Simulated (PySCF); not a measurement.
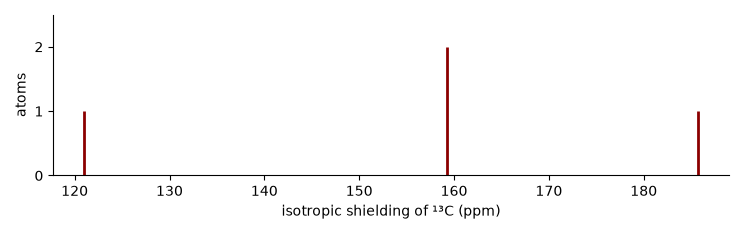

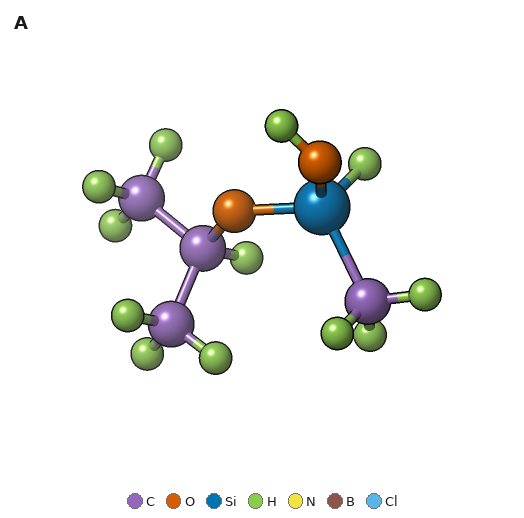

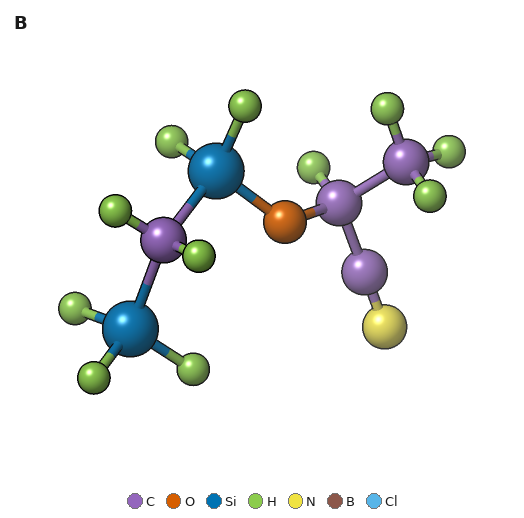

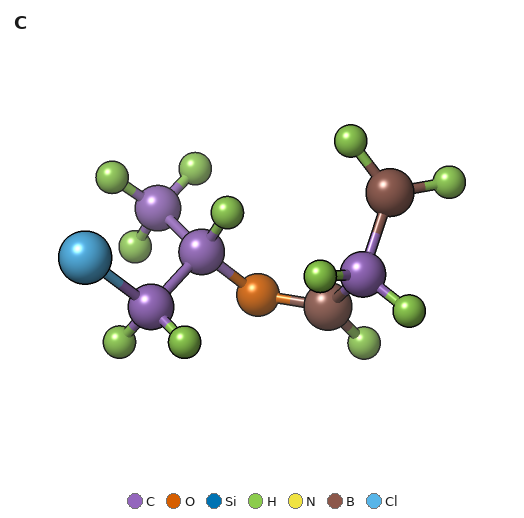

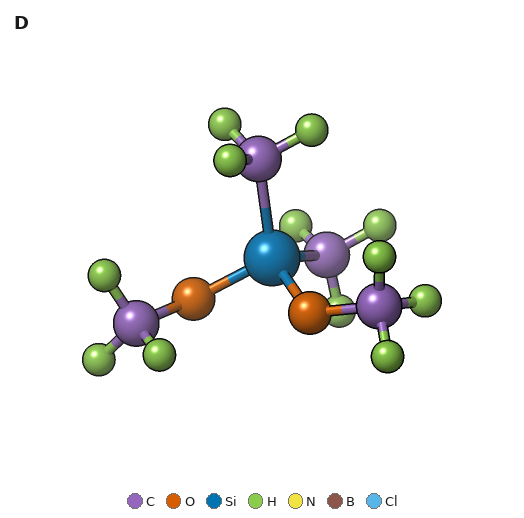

The sticks are computed shieldings of one of the molecules, for one fixed geometry (GFN2-xTB) without averaging over rotations. Low shielding means a high chemical shift. Method: GIAO PBE0/pcSseg-1 NMR shielding, non-relativistic, gas phase (PySCF 2.14.0).

**Which molecule gives this pattern?**

A, `CC(C)O[Si@H](C)O`. Its 4 C atoms give lines at 121.0, 159.2 (2 atoms), 185.7 ppm.

The geometry is semi-empirical. Around B, Si such bond lengths and angles can be off by a tenth of an ångström or more and by several degrees, and values that hang on the shape move with them.
